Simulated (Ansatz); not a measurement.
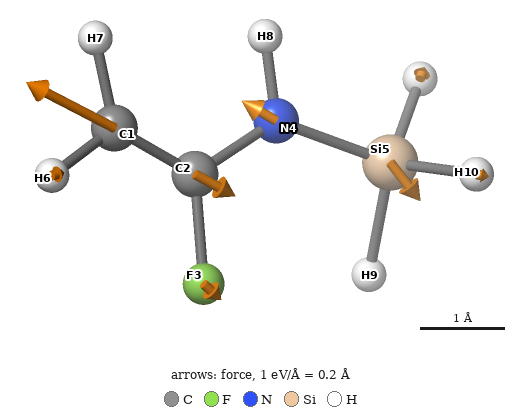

Starting geometry of C2H6FNSi (coarse preliminary run) with the computed forces as orange arrows. A ball-and-stick model, seen from a free direction.

The start comes from a force field.

Theory: RKS PBE-D4/def2-SVP in Ansatz 0.2.0. Set-up: force threshold 0.03 eV/Å; at most 200 steps.

**Is this structure relaxed? If not, where do the atoms go?**

It isn't relaxed: the largest force vector, on a C atom, is 6.72 eV/Å. The final displacements have little in common with the starting forces (cosine between the two patterns 0.17). After 8 geometry steps the energy has fallen by 65.3 kJ/mol. The largest force component goes from 5.9 to 0.011 eV/Å. The largest move after the best rigid fit is that of the F atom, 0.40 Å. By element the largest moves are F 0.40 Å, H 0.39 Å, N 0.16 Å, C 0.14 Å, Si 0.09 Å. Among the contacts that change: N–Si 1.658 → 1.770 Å, C–C 1.274 → 1.348 Å, H–Si 1.450 → 1.501 Å, C–H 1.125 → 1.096 Å. Bond angles that change, for instance: C–N–Si 134.0° → 124.8°, F–C–N 117.9° → 109.7°, H–C–H 112.3° → 119.7°. Groups turn about N–Si by about 25°. The run took roughly 50 core-seconds on a shared host.
